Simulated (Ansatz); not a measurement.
A series of calculations on CH9NSi

**1. Relaxation**

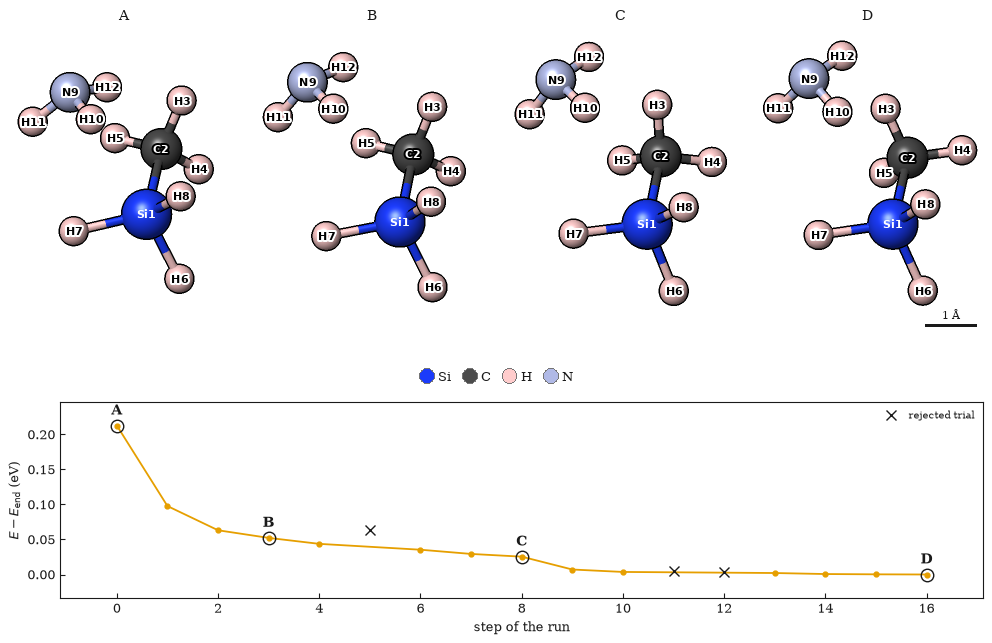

Frames of a relaxation of CH9NSi, marked on the history of the run. A ball-and-stick model, seen from a free direction.

The run prepares an end point of a later path (reaction) calculation, from a guessed geometry.

All numbers below come from RKS PBE-D4/6-31G* in Ansatz 0.2.0.

The input:
```yaml
crystal:
  periodic: [false, false, false]
  atoms:
    - { symbol: Si, position_ang: [0.117905, -0.011038, 0.208417] }
    - { symbol: C, position_ang: [0.244621, -0.081905, 2.085043] }
    - { symbol: H, position_ang: [-0.461164, -0.77839, 2.564835] }
    - { symbol: H, position_ang: [1.257867, -0.422054, 2.351584] }
    - { symbol: H, position_ang: [0.103845, 0.909574, 2.543461] }
    - { symbol: H, position_ang: [1.514713, -0.16935, -0.332869] }
    - { symbol: H, position_ang: [-0.395428, 1.285821, -0.339098] }
    - { symbol: H, position_ang: [-0.676398, -1.155405, -0.352438] }
    - { symbol: "N", position_ang: [-2.740362, 0.489838, 1.094904] }
    - { symbol: H, position_ang: [-2.72331, -0.043383, 0.220941] }
    - { symbol: H, position_ang: [-2.391895, 1.430153, 0.882023] }
    - { symbol: H, position_ang: [-2.044293, 0.059639, 1.737098] }
basis:
  gaussian: { orbitals: "6-31G*" }
hamiltonian:
  xc: pbe
  dispersion: d4
relax:
  f_tol: 0.03
  max_steps: 50
```

Command:
```bash
ansatz run input.yaml --threads 1 --pin off --max-ram 2048MiB --backend cpu --events-out ev --progress --plain --runs-dir out
```

**Describe the path.**

After 13 accepted moves (16 points after the start) the energy has fallen by 0.213 eV. The largest force component goes from 0.65 to 0.019 eV/Å. The line search rejected the trial steps at points 5, 11, 12 of the run. The forces were under the threshold at step 9, but the run went on from there. H5 moves most after the best rigid fit: 1.01 Å. Largest moves by element: H 1.01 Å, N 0.48 Å, Si 0.27 Å, C 0.24 Å. Near-neighbour distances that change, for instance: N9–H12 1.040 → 1.027 Å, Si1–C2 1.882 → 1.892 Å. Among the angles between lasting bonds that change: Si1–C2–H3 114.5° → 110.8°, C2–Si1–H7 114.8° → 111.3°, C2–Si1–H6 107.0° → 110.4°. Groups turn about Si1–C2 by about 50°. From step 0 to 3: H12 moves most (0.52 Å), energy −0.160 eV. From step 3 to 8: H5 moves most (0.48 Å), energy −0.027 eV. From step 8 to 16: H3 moves most (0.45 Å), energy −0.025 eV.

**2. Relaxation**

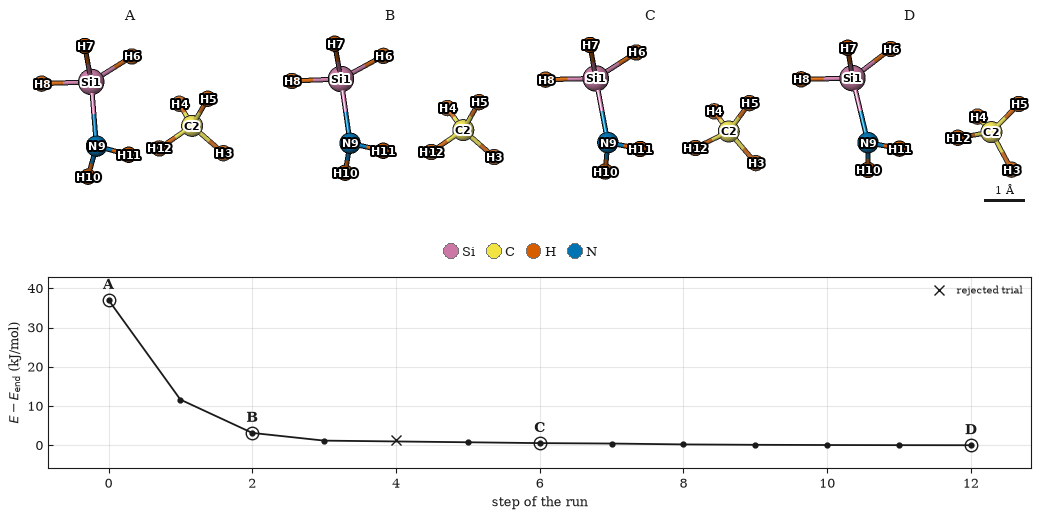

Frames of a relaxation of CH₉NSi, marked on the history of the run. The picture is a ball-and-stick view, seen at a tilt.

The run prepares an end point of a later path (reaction) calculation, from a guessed geometry.

Theory: RKS PBE-D4/6-31G* (Ansatz). (no spin polarisation; force threshold 0.03 eV/Å; at most 50 steps)

> Describe the path.

After 11 accepted moves (12 points after the start) the energy has fallen by 37.0 kJ/mol. The largest force component goes from 0.94 to 0.016 eV/Å. The line search rejected the trial step at point 4 of the run. The forces were under the threshold at step 9, but the run went on from there. H5 moves most after the best rigid fit: 0.95 Å. By element the largest moves are H 0.95 Å, C 0.56 Å, Si 0.55 Å, N 0.24 Å. Some distances before and after: Si1–N9 1.791 → 1.750 Å, Si1–H6 1.491 → 1.511 Å. Bond angles that change, for instance: H6–Si1–N9 124.8° → 117.6°, H8–Si1–N9 104.2° → 107.3°, H6–Si1–H7 104.8° → 107.1°. From step 0 to 2: C and H atoms move most (0.34 Å), energy −33.9 kJ/mol. From step 2 to 6: H5 moves most (0.31 Å), energy −2.60 kJ/mol. From step 6 to 12: H5 moves most (0.30 Å), energy −0.54 kJ/mol.

```tsv
step	E − E(0), kJ/mol	largest force component, eV/Å	note
0	0.00	0.9398	
1	-25.39	0.6010	
2	-33.87	0.3801	
3	-35.84	0.1594	
4	-35.59	0.2694	rejected
5	-36.26	0.0606	
6	-36.47	0.0999	
7	-36.58	0.1767	
8	-36.80	0.0588	
9	-36.90	0.0174	
10	-36.96	0.0629	
11	-36.99	0.0355	
12	-37.01	0.0156
```

**3. Path**

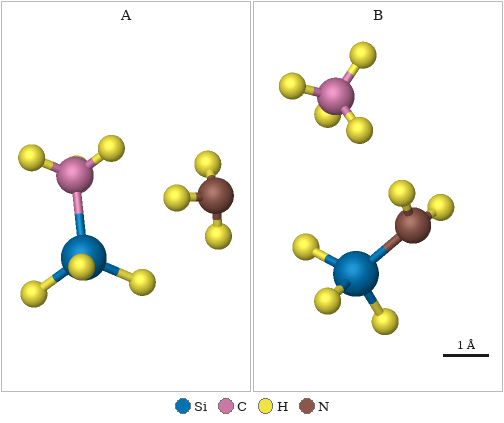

The two relaxed end points of a path for CH₉NSi, made up at the start of CH$_{6}$Si and NH$_{3}$. Style: ball-and-stick. Shown at a tilt.

These are results of RKS PBE-D4/6-31G* (Ansatz 0.2.0), not measurements.

Settings: 9 movable images; climbing image; force threshold 0.03 eV/Å; iteration limit 60.

Start:
```xyz
12

Si    0.3722    0.0389    0.1889
C     0.4857   -0.0210    2.0763
H    -0.5142    0.0711    2.5326
H     0.9304   -0.9727    2.4128
H     1.1122    0.8031    2.4576
H     1.7399   -0.0833   -0.4221
H    -0.2259    1.3337   -0.2821
H    -0.4673   -1.0873   -0.3437
N    -3.2054    0.3975    1.0252
H    -2.9103   -0.1797    0.2283
H    -2.6869    1.2792    0.9315
H    -2.8243   -0.0657    1.8586
```

End:
```xyz
12

Si   -0.7062    0.2367   -0.9153
C     0.0423   -0.1006    3.2024
H    -0.5329   -0.2500    4.1287
H     0.6424   -0.9990    2.9929
H     0.7119    0.7647    3.3208
H     0.6142    0.0670   -0.2012
H    -0.5991    1.4787   -1.7490
H    -0.8928   -0.9651   -1.7926
N    -2.1462    0.3919    0.0678
H    -2.4404   -0.4241    0.6071
H    -2.2427    1.2315    0.6412
H    -0.6444    0.0818    2.3612
```

Predict the minimum-energy path and its barrier.

The energy climbs by 1.98 eV to image 5 and then falls by 2.39 eV, so the end point sits at −0.41 eV. Image 7 lies below both ends, at −0.42 eV, which points to an intermediate minimum that so few images don't resolve. Breaking: N9–H12 (1.03 → 1.19 at the top → 2.76 Å), Si1–C2 (1.89 → 2.37 at the top → 4.20 Å). Forming: C2–H12 (3.32 → 1.56 at the top → 1.10 Å), Si1–N9 (3.69 → 1.92 at the top → 1.75 Å). The band converged in 24 iterations, with a climbing image at the top. At the top, the vibrational analysis gives one imaginary mode (1136i cm⁻¹), as a transition state must have.

Energies of the converged images:

| image | path (Å) | E (eV) |
| --- | --- | --- |
| 0 | 0.00 | 0.000 |
| 1 | 1.06 | 0.024 |
| 2 | 2.12 | 0.108 |
| 3 | 3.18 | 0.302 |
| 4 | 4.24 | 0.937 |
| 5 | 5.30 | 1.975 |
| 6 | 6.48 | -0.147 |
| 7 | 7.66 | -0.423 |
| 8 | 8.83 | -0.411 |
| 9 | 10.01 | -0.414 |
| 10 | 11.19 | -0.415 |

The geometry at the top of the path:

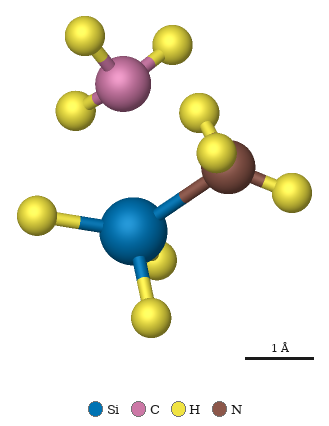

Limits of the set-up: the start holds two separate molecules, 2.4 Å apart at their closest, whose relative position is a soft coordinate.

Cost: 6.6 min on 1 thread of Intel(R) Xeon(R) CPU @ 2.60GHz (Ice Lake), with other jobs on the host, peak memory 0.12 GiB.
